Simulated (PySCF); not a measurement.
**Cu2 (charge +1, doublet): density, localisation and related maps**

| atom | x (Å) | y (Å) | z (Å) |
| --- | --- | --- | --- |
| Cu | 0.0000 | 0.0000 | -1.2295 |
| Cu | 0.0000 | 0.0000 | 1.2295 |

Method: PySCF 2.14.0, PBE0/def2-TZVPPD, non-relativistic Hamiltonian with scalar-relativistic core potentials where named, at a bond length of 2.459 Å.

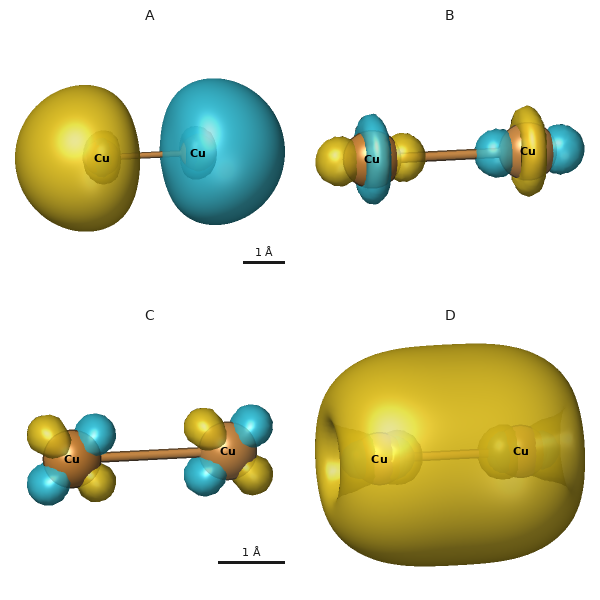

Figure 1. Four frontier α-spin orbitals, each drawn at the value that holds 80 % of its norm (yellow and cyan are the two phases), in no order; of a degenerate pair one member is drawn.

Q: Label each orbital by symmetry, say whether it is occupied, and order them by energy.

A: Orbital C: πg, occupied in this spin, −13.72 eV; antibonding, with a node between the atoms.
Orbital B: σu, occupied in this spin, −13.69 eV; antibonding, with a node between the atoms.
Orbital D: σg, occupied in this spin, −12.35 eV; with no node between the nuclei.
Orbital A: σu, empty in this spin, −7.76 eV; antibonding, with a node between the atoms.

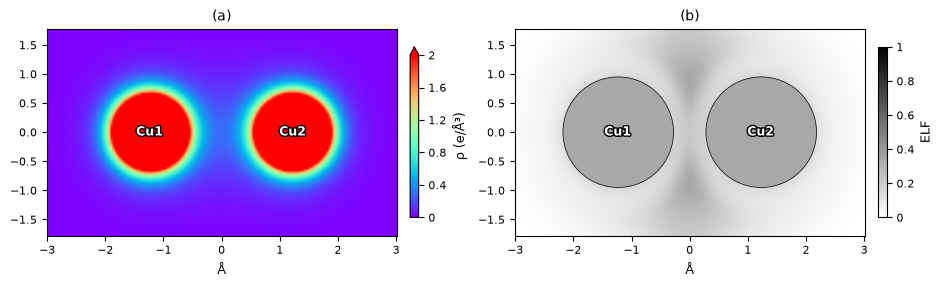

Figure 2. (a) total electron density; (b) electron localisation function on a plane that holds the molecular axis. Grey discs cover the atomic cores in the ELF map.

Q: What does the map show?

A: The plane passes through Cu nuclei.
Cu–Cu (2.46 Å): ρ at the midpoint is about 0.28 e/Å³; the ELF is about 0.20 at the midpoint.
